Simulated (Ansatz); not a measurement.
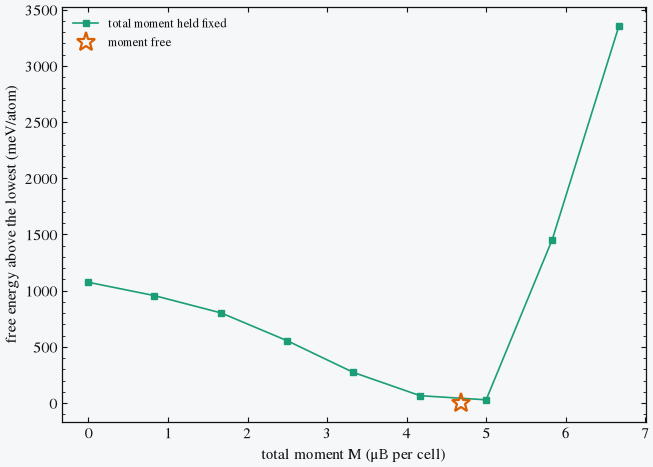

Fixed-spin-moment scan.
System: MnO (Fm-3m, 2 atoms in the cell).
Method: Ansatz 0.2.0, DFT, PBEsol, PAW, plane waves, scalar-relativistic; cutoff 420 eV, 7×7×7 k-mesh, Fermi–Dirac smearing of 0.03 eV, collinear spins.

> What does the curve say about the magnetic state?

Among the held moments the energy is lowest at M = 5 μB. The best free run ends at M = 4.7 μB, at or below every held value. Antiparallel orders weren't tried, and these are the states found from these starts; lower ones may exist.

> How far does the point at M = 0 lie above the minimum?

About 1100 meV/atom. That run is non-magnetic, so this is the energy of forming the moments.
